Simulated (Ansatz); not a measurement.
# Abstraction of Cl: SiHCl3 + GeH2Cl → SiHCl2 + GeH2Cl2

Gas-phase species: SiHCl3 (trichlorosilane) `Cl[SiH](Cl)Cl`, singlet; GeH2Cl `[Cl][GeH2]`, doublet; SiHCl2 `Cl[SiH]Cl`, doublet; GeH2Cl2 `[Cl][GeH2][Cl]`, singlet. A radical takes Cl: the energy is the difference in strength between the Si–Cl bond broken and the Ge–Cl bond made.

Shapes, held fixed at every level: PBE0-D4/def2-TZVP. Programs: Ansatz 0.2.0. The zero-point and thermal change to 298 K, harmonic and unscaled (PBE0-D4/def2-TZVP), is +0.7 kJ/mol.

```csv
level,kind,ΔH(298 K) (kJ/mol),less CCSD(T)/def2-TZVPP
MP2/def2-SVP,perturbation theory,+51.5,+0.1
MP2/def2-TZVPP,perturbation theory,+54.0,+2.6
HF/def2-SVP,Hartree–Fock,+45.6,-5.8
SPW92/def2-TZVPP,LDA,+52.5,+1.1
PBE-D4/def2-TZVPP,GGA,+49.5,-1.9
B2PLYP/def2-TZVPP,double hybrid,+52.3,+0.9
CCSD/def2-SVP,coupled cluster or CI,+50.2,-1.2
CCSD(T)/def2-TZVPP,coupled cluster or CI,+51.4,0.0
```

The highest level, CCSD(T)/def2-TZVPP, gives ΔH(298 K) = +51.4 kJ/mol; the levels span +45.6 to +54.0. The column of differences is taken from that level and isn't an error. No measured value is set beside it here. Open shells run unrestricted. Relativity is left out for Ge. Outer-core shells of Ge are correlated, in sets that cover them unevenly.

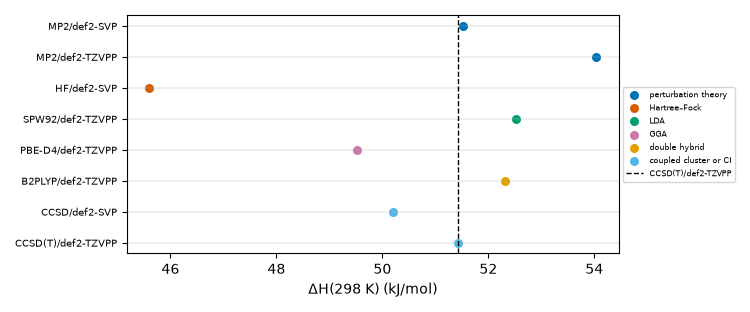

The values of the table, level by level.
